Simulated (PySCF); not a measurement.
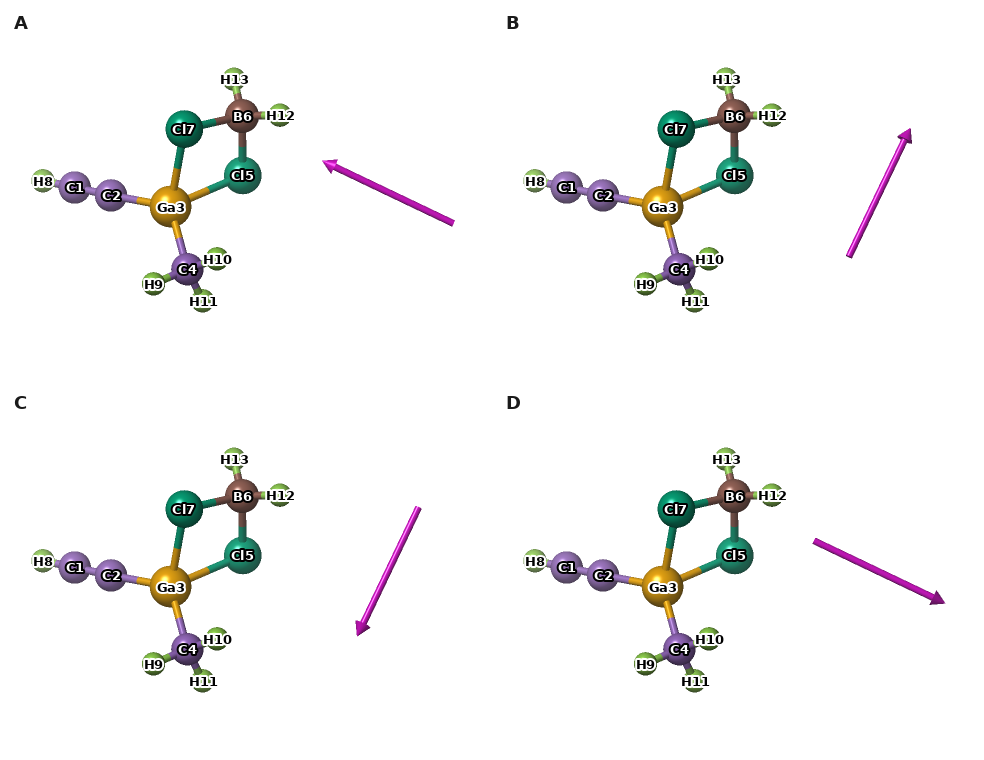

The same molecule four times, each with an arrow. The computed structure is the end point of a GFN2-xTB optimisation. No frequency run is at hand to confirm it as a minimum. Level of theory: CAM-B3LYP/def2-SVPD, gas phase (PySCF 2.14.0).

Question: Which arrow points along the dipole moment, from the negative to the positive end?

Answer: C. The dipole moment is 1.75 D; it points from the side of H13 to the side of H9 (the outermost atoms at the two ends).

The geometry is semi-empirical. Around B, Ga such bond lengths and angles can be off by a tenth of an ångström or more and by several degrees, and values that hang on the shape move with them.
